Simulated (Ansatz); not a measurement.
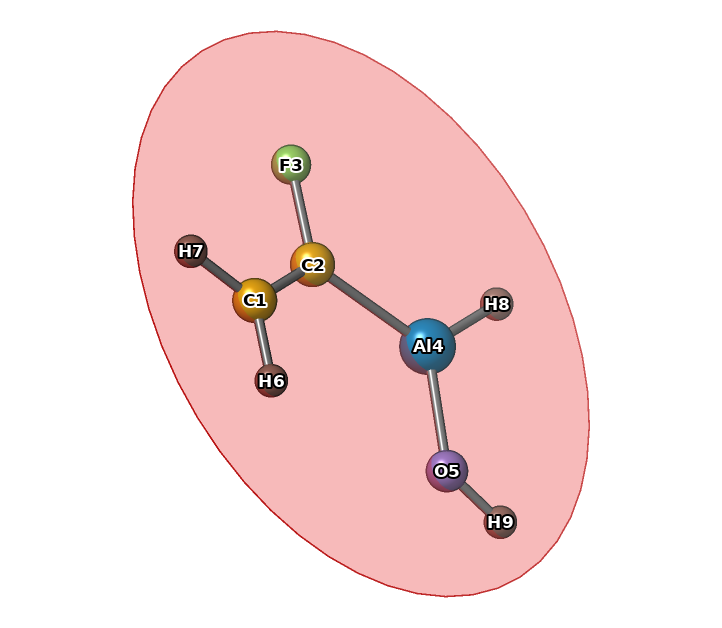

A disc through the centre of mass is drawn in. Depth is shown by fading: the farther an atom, the more it takes the colour of the background. Computed geometry: PBE-D4/def2-SVP optimisation. No frequency run is at hand to confirm it as a minimum.

Question: Is the plane of the disc a mirror plane of the structure?

Answer: Yes. The reflection leaves C1, C2, F3, Al4, O5, H6, H7, H8, H9 in place. The point group is Cs.
